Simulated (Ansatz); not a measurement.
**AlClH₆Si₂: one species, many methods**

How much do the methods differ for AlClH₆Si₂? The plan is to run it at one geometry with functionals of several rungs and with coupled cluster, and see how far each lands from CCSD(T) at the basis-set limit for the atomisation energy.

Computed with Ansatz 0.2.0, Gaussian basis. Level: functionals in def2-TZVPP, the program's frozen cores in correlated methods.

Plan: LDA (SPW92), PBE-D4, revPBE-D4, BLYP-D4, r2SCAN-D4, B97M-V, PBE0-D4, B3LYP-D4, r2SCANh-D4, r2SCAN0-D4, HSE06-D4, BHLYP-D4, CAM-B3LYP-D4, LC-ωPBE, ωB97X-V, ωB97M-V, B2PLYP, PBE-QIDH; CCSD(T)/def2-SVP; CCSD(T)/def2-TZVPP; MP2/def2-QZVPP; extrapolation to the limit; RPA on PBE.

## 1. Structure used throughout

All runs share one geometry, relaxed beforehand with PBE0-D4 in a triple-zeta def2 set.

SMILES `[AlH2][SiH2][SiH2]Cl`, 10 atoms, charge 0, spin multiplicity 1.

Atoms are counted from 1 here; the program's logs count them from 0.

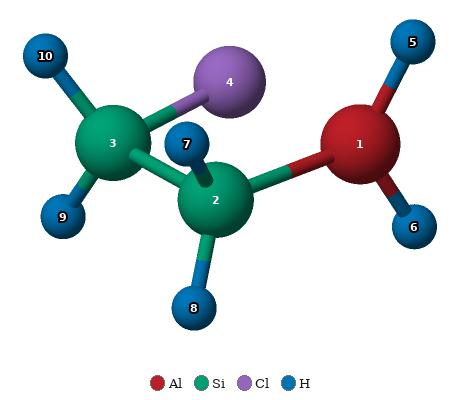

The geometry (aluminium red, silicon teal, chlorine purple, hydrogen blue); atoms are numbered from 1 in the order of the file.

## 2. LDA

This LDA is Slater exchange with PW92 correlation.

Contents of in.yaml:

```yaml
crystal:
  periodic: [false, false, false]
  atoms:
    - {symbol: Al, position_ang: [-1.367000, 0.699784, -0.997965]}
    - {symbol: Si, position_ang: [-0.333382, -1.299182, 0.032976]}
    - {symbol: Si, position_ang: [1.345789, 0.116388, 0.826749]}
    - {symbol: Cl, position_ang: [0.651191, 1.938055, -0.102738]}
    - {symbol: H, position_ang: [-1.170199, 0.915937, -2.556986]}
    - {symbol: H, position_ang: [-2.526291, 1.412616, -0.182512]}
    - {symbol: H, position_ang: [0.319049, -2.334608, -0.816419]}
    - {symbol: H, position_ang: [-0.955458, -1.971799, 1.207369]}
    - {symbol: H, position_ang: [1.381651, 0.471373, 2.267458]}
    - {symbol: H, position_ang: [2.737850, 0.000137, 0.324966]}
basis:
  gaussian: {orbitals: def2-TZVPP}
hamiltonian: {xc: lda}
output: {orbitals: {seedname: orbitals}}
```

Command:

```sh
> ansatz run in.yaml --threads 2 --pin off --events-out ev --progress --plain --max-ram 4352MiB
```

The runs that follow: PBE-D4 (GGA); revPBE-D4 (GGA); BLYP-D4 (GGA); r2SCAN-D4 (meta-GGA); B97M-V (meta-GGA); PBE0-D4 (hybrid); B3LYP-D4 (hybrid); r2SCANh-D4 (hybrid); r2SCAN0-D4 (hybrid); HSE06-D4 (hybrid); BHLYP-D4 (hybrid); CAM-B3LYP-D4 (range-separated); LC-ωPBE (range-separated); ωB97X-V (range-separated); ωB97M-V (range-separated); B2PLYP (double hybrid); PBE-QIDH (double hybrid); CCSD(T) in def2-SVP; CCSD(T) in def2-TZVPP; MP2 in def2-QZVPP; RPA on PBE orbitals.

Q: Predict the results of all the runs planned. Wanted: atomisation energy, CCSD(T)/CBS; farthest beyond LDA; mean size of error, GGA; mean size of error, meta-GGA; mean size of error, hybrid; mean size of error, range-separated; mean size of error, double hybrid; gap, smallest and largest; T1 diagnostic.

As calculated:

```
                               quantity                                      value
        atomisation energy, CCSD(T)/CBS                              2766.0 kJ/mol
 functionals within 13.8 kJ/mol (0.5 %)             r2SCAN-D4, r2SCANh-D4, ωB97M-V
                    farthest beyond LDA                   revPBE-D4 (-75.5 kJ/mol)
                mean size of error, GGA                                60.8 kJ/mol
           mean size of error, meta-GGA                                22.8 kJ/mol
             mean size of error, hybrid                                27.6 kJ/mol
    mean size of error, range-separated                                24.4 kJ/mol
      mean size of error, double hybrid                                54.7 kJ/mol
              gap, smallest and largest  3.88 eV (LDA (SPW92)), 10.36 eV (LC-ωPBE)
                          T1 diagnostic                                     0.0123
triples share of the correlation energy                                      3.8 %
```

**Reading.** LDA overbinds by 271.2 kJ/mol (10 %). PBE-D4 is off by -40.1 kJ/mol. Double hybrids carry the basis error of their MP2 part in triple zeta, and no dispersion term here, so their miss is partly the set-up's. By mean error the best rung here is meta-GGA (22.8 kJ/mol) and the worst beyond LDA is GGA (60.8 kJ/mol). The gap between the best rungs is small, so their order is not settled. Misses under about 13.8 kJ/mol are within the doubt on the reference itself, which lacks core-valence correlation, relativity and higher excitations. Hartree-Fock recovers 76 % of the binding; the rest is correlation. CCSD(T) in def2-SVP is off by -201.8 kJ/mol, which most functionals beat. Orbital gaps span 3.9 to 10.4 eV; exact exchange widens them.
